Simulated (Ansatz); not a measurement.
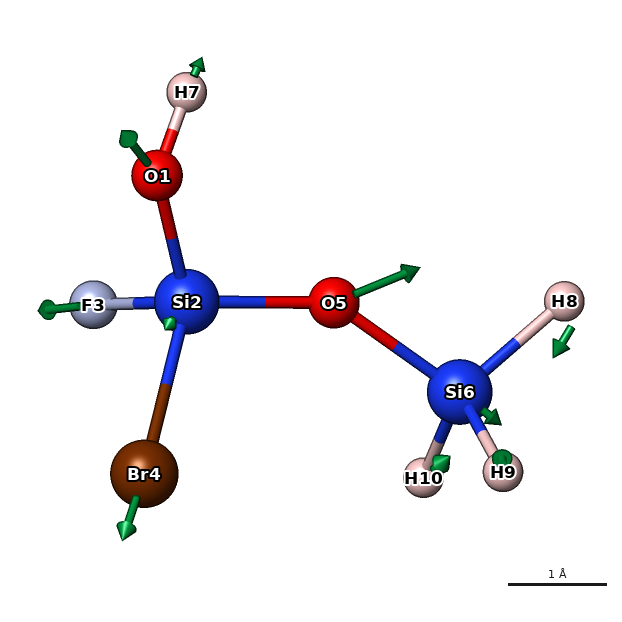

Arrows show the forces on the atoms, 10 Å of arrow for 1 eV/Å; forces under a tenth of the largest aren't drawn. Level of theory: r2SCAN-D4/def2-TZVPP (Ansatz 0.2.0).

Question: Which bond do the forces act along most?

Answer: Si2–O5, now 1.606 Å: the forces push its atoms apart, so a first step downhill lengthens it.

List the force components in the frame of the picture (x right, y up, z towards the viewer), in eV/Å.

```csv
atom,Fx,Fy,Fz
O1,−0.03,0.03,0.05
Si2,−0.01,−0.01,0.01
F3,−0.04,0.00,−0.06
Br4,−0.01,−0.05,0.03
O5,0.07,0.03,−0.03
Si6,0.02,−0.02,−0.01
H7,0.01,0.02,−0.01
H8,−0.02,−0.03,0.01
H9,0.00,0.01,−0.03
H10,0.02,0.01,0.02
```
